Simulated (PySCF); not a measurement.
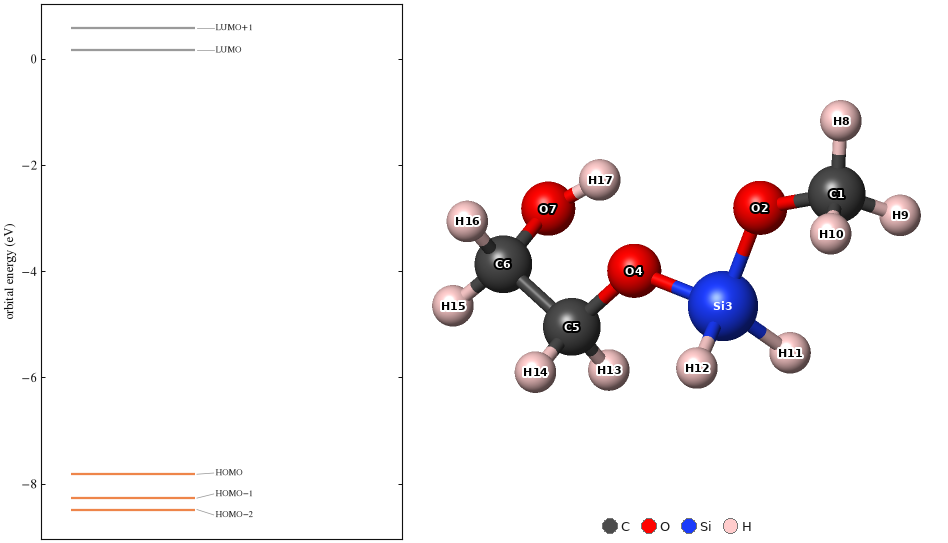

C₃H₁₀O₃Si, SMILES CO[SiH2]OCCO. Kohn-Sham orbital energies near the frontier, PBE0/def2-SVPD with PySCF, at a GFN2-xTB geometry (no frequency check), isolated molecule; empty levels in grey, levels within 0.03 eV side by side.

### Where do the frontier orbitals lie?

HOMO at −7.82 eV, LUMO at 0.16 eV, 7.98 eV apart.

### How far below the HOMO does the next level lie?

0.45 eV.

### List the levels with the atoms that carry most of them (a dash for levels above zero or within 0.03 eV of another, where shares mean little).

| orbital | energy (eV) | Löwdin shares |
| --- | --- | --- |
| LUMO+1 | 0.58 | – |
| LUMO | 0.16 | – |
| HOMO | −7.82 | O7 59 %, C6 14 %, C5 9 % |
| HOMO−1 | −8.27 | O2 34 %, Si3 18 %, H11 11 % |
| HOMO−2 | −8.49 | O4 40 %, O2 20 %, C5 11 % |

Known limits of this run: the tight-binding geometry is rougher than a DFT one and adds to the error; one conformer of a flexible molecule; empty levels above zero depend strongly on the basis.
